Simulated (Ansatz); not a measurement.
The calculation's input:

```
crystal:
  periodic: [false, false, false]
  atoms:
    - {symbol: Ga, position_ang: [0.371758, -0.240563, 2.097488]}
    - {symbol: C, position_ang: [0.368260, 1.549657, -0.991248]}
    - {symbol: H, position_ang: [-0.283427, 0.687760, -1.132539]}
    - {symbol: C, position_ang: [-0.436207, -1.669415, 0.891576]}
    - {symbol: H, position_ang: [0.039537, 2.126742, -0.126128]}
    - {symbol: H, position_ang: [1.393487, 1.212898, -0.834933]}
    - {symbol: H, position_ang: [0.329748, 2.181667, -1.878205]}
    - {symbol: H, position_ang: [0.216548, -1.889687, 0.038690]}
    - {symbol: H, position_ang: [-1.408095, -1.353695, 0.493866]}
    - {symbol: H, position_ang: [-0.591709, -2.605263, 1.441534]}
basis:
  gaussian: {orbitals: def2-TZVPP}
hamiltonian: {xc: pbe0, dispersion: d4}
output: {orbitals: {seedname: orbitals}}
```

Command:

```sh
ansatz run in.yaml --threads 4 --pin off --events-out ev --progress --plain --max-ram 9574MiB
```

The product side of a reaction path; geometry: PBE0-D4/def2-TZVP.

Method: RKS PBE0-D4/def2-TZVPP in Ansatz 0.2.0.

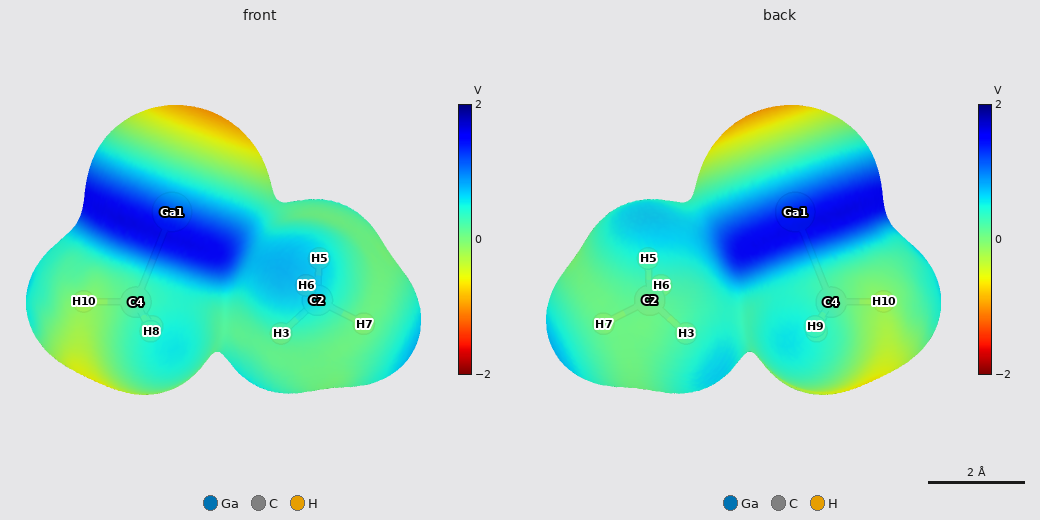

CH3Ga···CH4. The molecular electrostatic potential painted on the density surface at 0.002 e/bohr³, seen from the front and from behind; the colour scale runs from red (negative) to blue (positive).

### Describe the electrostatic potential map.

The most negative region (about −1.0 V) lies over H5, the most positive (about +1.6 V) over Ga1.
